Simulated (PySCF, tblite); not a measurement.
# C₄H₁₄BN₃Si: geometry, infrared bands and NMR shifts

Aim: predict the infrared bands and NMR shifts of C₄H₁₄BN₃Si (`N[SiH2]NBN1CCCC1`).

Computed with tblite 0.8.0 and PySCF 2.14.0, with density-fitted response routines of our own, on a single molecule in the gas phase. Atoms are numbered from 0 throughout.

**1. The molecule as given**

23 atoms, charge 0, multiplicity 1; geometry from: force field or distance geometry start.

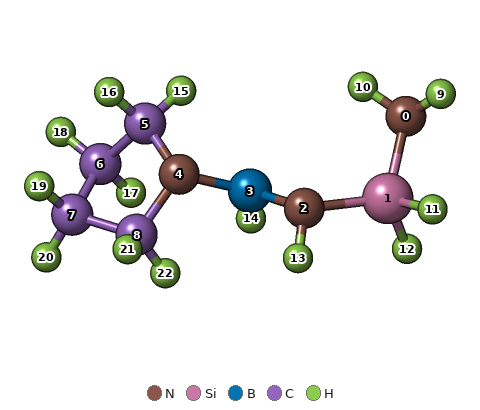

As it starts; nitrogen brown, silicon pink, boron blue, carbon purple, hydrogen green, atoms numbered.

**2. Optimising the geometry with GFN2-xTB**

What the job is given:

```
{"job": {"kind": "relax", "xc": "GFN2-xTB", "basis": "xTB"}, "charge": 0, "multiplicity": 1}
N      3.744100     1.175100     0.122900
Si     3.329500    -0.525800    -0.159500
N      1.739200    -0.999700     0.463000
B      0.601700    -0.148600    -0.087400
N     -0.707200    -0.153400     0.720800
C     -1.379700     1.139600     0.637000
C     -2.409100     0.974300    -0.471800
C     -2.935600    -0.398700    -0.083400
C     -1.634100    -1.136400     0.167000
H      4.523200     1.202100     0.808900
H      2.928800     1.766700     0.390700
H      4.305000    -1.347100     0.615200
H      3.536800    -0.856100    -1.550200
H      1.576600    -2.014600     0.250900
H      0.477100    -0.058300    -1.258100
H     -0.678800     1.969300     0.431200
H     -1.977900     1.353300     1.562100
H     -1.923600     0.879300    -1.465800
H     -3.180300     1.757900    -0.420400
H     -3.472700    -0.283400     0.879500
H     -3.554400    -0.846200    -0.877300
H     -1.730100    -1.928800     0.918100
H     -1.183300    -1.493800    -0.764600
```

The run is started by

```
> OMP_NUM_THREADS=1 python probes_run.py task.json out
```

This one command runs all jobs of the session in turn.

**Question.** This job is followed by: GFN2-xTB harmonic vibrations, gas phase; GIAO PBE0/pcSseg-1 NMR shielding, non-relativistic, gas phase. Predict these results of the whole session: strongest single infrared mode (GFN2-xTB); zero-point energy (GFN2-xTB); 13C shifts against TMS (PBE0/pcSseg-1, means over atoms taken as alike); 1H shifts against TMS (PBE0/pcSseg-1, means over atoms taken as alike); 15N shifts against NH3 (PBE0/pcSseg-1); 29Si shifts against TMS (PBE0/pcSseg-1); 11B shifts against BF3·OEt2 (PBE0/pcSseg-1).

**Answer**, as computed:

| quantity | value |
| --- | --- |
| strongest single infrared mode (GFN2-xTB) | 1434 cm⁻¹, 863 km/mol |
| zero-point energy (GFN2-xTB) | 118.2 kcal/mol |
| 13C shifts against TMS (PBE0/pcSseg-1, means over atoms taken as alike) | 51.0, 30.2 ppm |
| 1H shifts against TMS (PBE0/pcSseg-1, means over atoms taken as alike) | 5.41, 4.36, 3.43, 2.06, 1.84, 0.16 ppm |
| 15N shifts against NH3 (PBE0/pcSseg-1) | 106.0, 74.7, 7.1 ppm |
| 29Si shifts against TMS (PBE0/pcSseg-1) | -33.5 ppm |
| 11B shifts against BF3·OEt2 (PBE0/pcSseg-1) | 22.8 ppm |

In words: Over 202 steps the energy fell by 2.541 eV; of the close pairs, B3–N4 changed most, 1.538 to 1.399 Å. No mode is imaginary among the 63: a minimum at this level. The strongest single mode, at 1434 cm⁻¹, moves mainly B3 and N4. Unscaled tight-binding wavenumbers are off by several per cent, some by more. Its intensities can rank the bands wrongly. C5, C8 (mean) (sp3 CH2 bonded to N) lies farthest downfield among carbon, at 51.0 ppm; pulled downfield by the heteroatom. At PBE0/pcSseg-1: The widest tensor belongs to N4: span 162 ppm, with a paramagnetic part of -165 ppm.
